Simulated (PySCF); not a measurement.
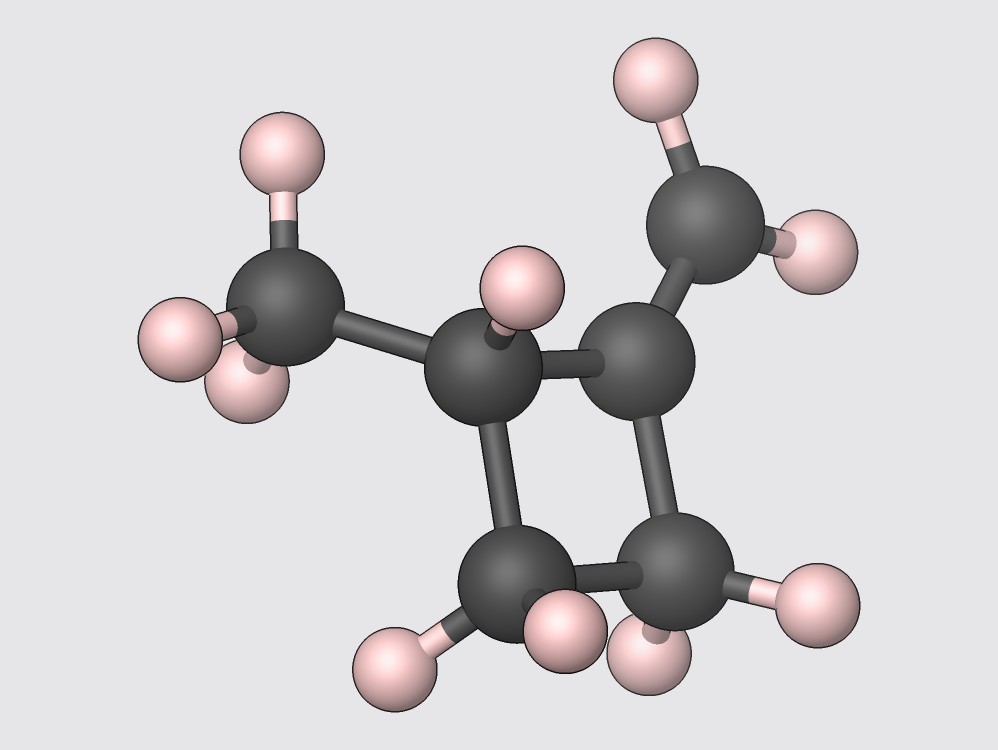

A ball-and-stick model of a molecule. Every bond is drawn as one stick, whatever its order. Colours: carbon dark grey, hydrogen pink.

Computed geometry: GFN2-xTB optimisation. No frequency run is at hand to confirm it as a minimum.

> Give the formula.

C6H10, 16 atoms: 6 carbon and 10 hydrogen.

> Give the symmetry (Schoenflies symbol).

C1.

> Count the bonded pairs by element.

10 C–H, 6 C–C.

> Does it have rings?

Independent rings (smallest set): 1 of 4 members.

> Name functional groups in it.

Among them: alkene.

The parts below concern this one geometry. Atoms keep their numbers from picture to picture.

### Polarisability

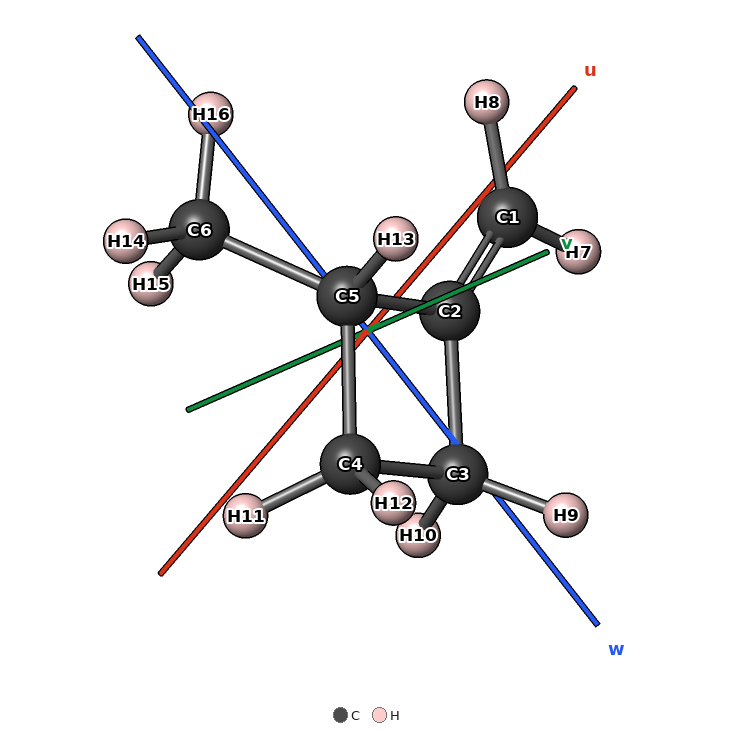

The lines u, v and w are the principal axes of the static dipole polarisability. No frequency run is at hand to confirm it as a minimum. Level of theory: PBE0/def2-SVPD (PySCF 2.14.0).

> Along which axis is the molecule most polarisable, and along which least?

Most along u (nearly parallel to the C1–C2 bond), least along v.

> Give the three principal values.

u 82.3, v 56.7, w 71.4 bohr³; mean 70.1, anisotropy 22.2 bohr³.

### NMR shielding

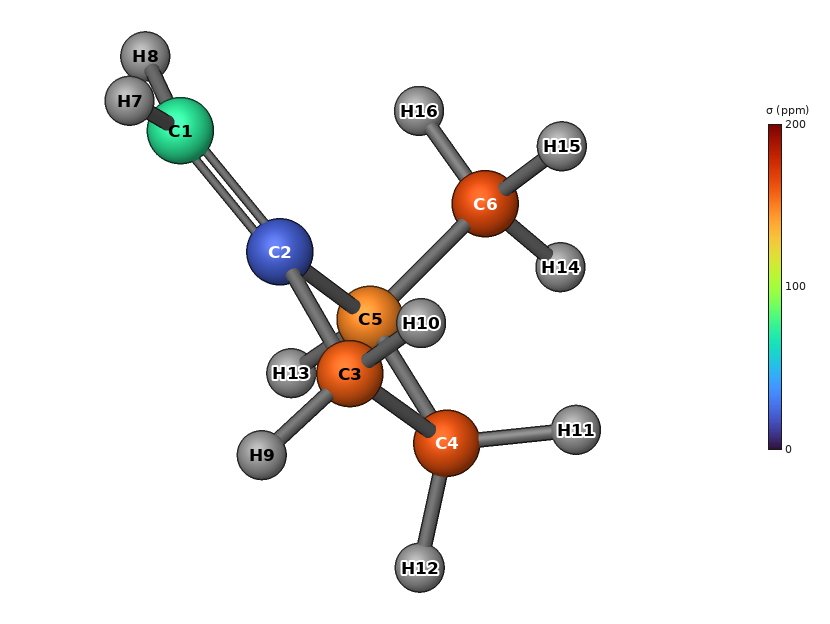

Atoms are coloured by their isotropic NMR shieldings (C only, the others grey). No frequency run is at hand to confirm it as a minimum. Method: GIAO PBE0/pcSseg-1 NMR shielding, non-relativistic, gas phase (PySCF 2.14.0).

Give the isotropic NMR shieldings of the C atoms atom by atom.

```tsv
atom	σ (ppm)
C1	73.9
C2	22.5
C3	158.5
C4	162.0
C5	147.5
C6	163.5
```

### Charges

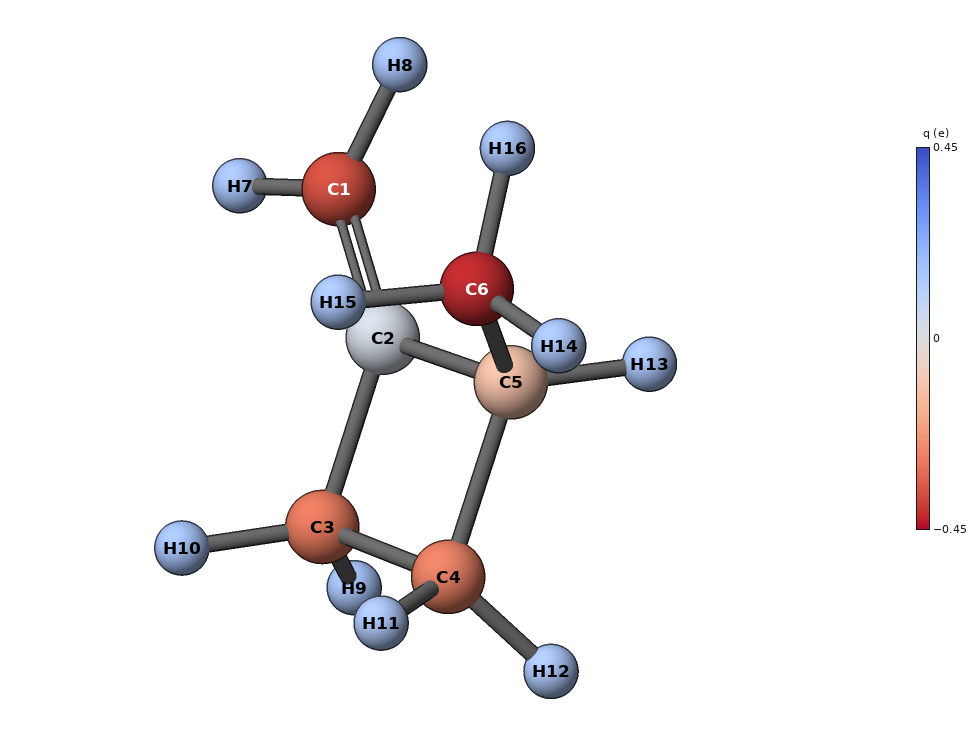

Atoms are coloured by their IAO charges. No frequency run is at hand to confirm it as a minimum. Method: PBE0/pcSseg-1, gas phase (PySCF 2.14.0).

Give the IAO charges atom by atom.

```json
{"atom": "C1", "value (e)": "−0.36"}
{"atom": "C2", "value (e)": "0.03"}
{"atom": "C3", "value (e)": "−0.28"}
{"atom": "C4", "value (e)": "−0.27"}
{"atom": "C5", "value (e)": "−0.12"}
{"atom": "C6", "value (e)": "−0.41"}
{"atom": "H7", "value (e)": "0.15"}
{"atom": "H8", "value (e)": "0.15"}
{"atom": "H9", "value (e)": "0.15"}
{"atom": "H10", "value (e)": "0.15"}
{"atom": "H11", "value (e)": "0.13"}
{"atom": "H12", "value (e)": "0.14"}
{"atom": "H13", "value (e)": "0.14"}
{"atom": "H14", "value (e)": "0.14"}
{"atom": "H15", "value (e)": "0.14"}
{"atom": "H16", "value (e)": "0.14"}
```

### Ring current

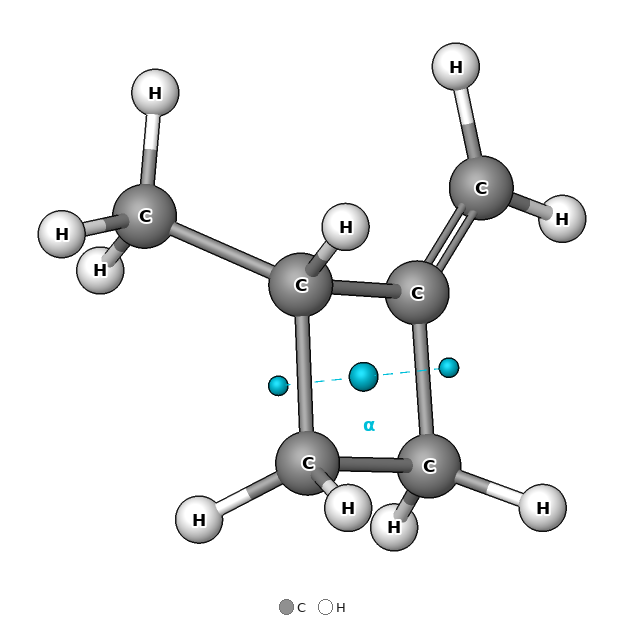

The small points mark where nucleus-independent chemical shifts (NICS) were computed: at the centre of each lettered ring and 1 Å above and below it. No frequency run is at hand to confirm it as a minimum. Properties computed with GIAO PBE0/pcSseg-1 NMR shielding, non-relativistic, gas phase (PySCF 2.14.0).

Give NICS(0), NICS(1) and the out-of-plane component NICS(1)zz for each ring (means of the two sides).

| ring | members | NICS(0) | NICS(1) | NICS(1)zz |
| --- | --- | --- | --- | --- |
| α | C4 | 3.4 | −0.4 | 2.8 |

Values in ppm.
